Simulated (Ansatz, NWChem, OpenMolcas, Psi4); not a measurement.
**Errors in the atomisation enthalpy at 298 K**

8 molecules holding Si, Ge, B, Al, Ga, P or As; the atomisation enthalpy at 298 K in kJ/mol, computed less measured. Shapes, held fixed at every level: PBE0-D4/def2-TZVP. Flexible molecules stand in one conformer, not always the lowest. Thermal terms are harmonic and unscaled (PBE0-D4/def2-TZVP); the spin-orbit lowering of the free atoms is taken from their spectra. Programs: Ansatz 0.2.0, NWChem 7.3.0, OpenMolcas 26.06, Psi4 1.11. A level may come from different programs for different species; with the same settings they agree closely. Measured values: CRC Handbook of Chemistry and Physics, NIST-JANAF tables.

Levels: A = HF/aug-cc-pVDZ; B = SPW92/def2-TZVPP; C = B3LYP/aug-cc-pVDZ.

```json
{"molecule": "B(BO)O (diboron dioxide)", "from tabulated heats": "2095", "A": "-668", "B": "+367", "C": "-46"}
{"molecule": "BBrF2 (SMILES FB(F)Br)", "from tabulated heats": "1661", "A": "-464", "B": "+297", "C": "-78"}
{"molecule": "BClF2 (chlorodifluoroborane)", "from tabulated heats": "1736", "A": "-467", "B": "+303", "C": "-78"}
{"molecule": "BF3 (boron trifluoride)", "from tabulated heats": "1944", "A": "-527", "B": "+325", "C": "-90"}
{"molecule": "SiH3Cl (SMILES [SiH3]Cl)", "from tabulated heats": "1367", "A": "-360", "B": "+129", "C": "-68"}
{"molecule": "SiH2F2 (SMILES F[SiH2]F)", "from tabulated heats": "1836", "A": "-552", "B": "+198", "C": "-151"}
{"molecule": "PH2(PH2) (diphosphine)", "from tabulated heats": "1484", "A": "-556", "B": "+220", "C": "-42"}
{"molecule": "SiH3(SiH3) (disilane)", "from tabulated heats": "2128", "A": "-535", "B": "+205", "C": "-57"}
```

**Question.** Sum up the errors.

**Answer.** 
```csv
level,kind,mean error,mean absolute error,worst case
HF/aug-cc-pVDZ,Hartree–Fock,-516.1,516.1,B(BO)O
SPW92/def2-TZVPP,LDA,+255.5,255.5,B(BO)O
B3LYP/aug-cc-pVDZ,global hybrid,-76.2,76.2,SiH2F2
```

On this set B3LYP/aug-cc-pVDZ has the smallest mean absolute error and HF/aug-cc-pVDZ the largest. HF/aug-cc-pVDZ is too low in 8 of 8; SPW92/def2-TZVPP is too high in 8 of 8; B3LYP/aug-cc-pVDZ is too low in 8 of 8. The heats of SiH3Cl, PH2(PH2) come from older tables and can be uncertain by 10 kJ/mol or more. Heats of the atoms come from ATcT where it has them, that of boron, 570 kJ/mol, from recent work. The levels differ in basis as well as in method. With so many references in doubt the order of the levels isn't settled. The tabulated values of B(BO)O, BBrF2, BClF2, SiH2F2, SiH3(SiH3) are in doubt (older tables, estimates, or at odds with other calculations) and kept here. Over the 3 molecules whose values aren't doubted the mean absolute errors are A 481.0; B 224.7; C 66.7. A functional in a double-zeta set wins here by errors that cancel. Hartree–Fock lacks correlation and underbinds. Relativity is left out for Br. The set is small.

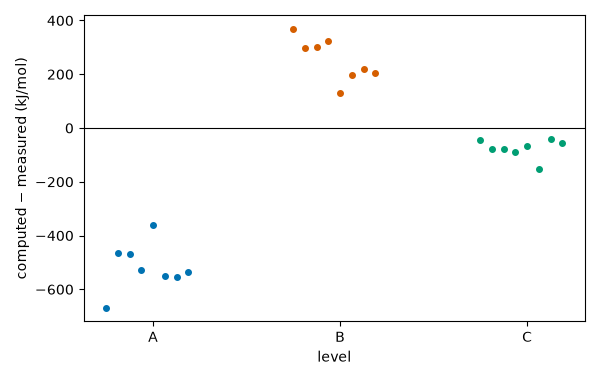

Errors of each level, one point a molecule.
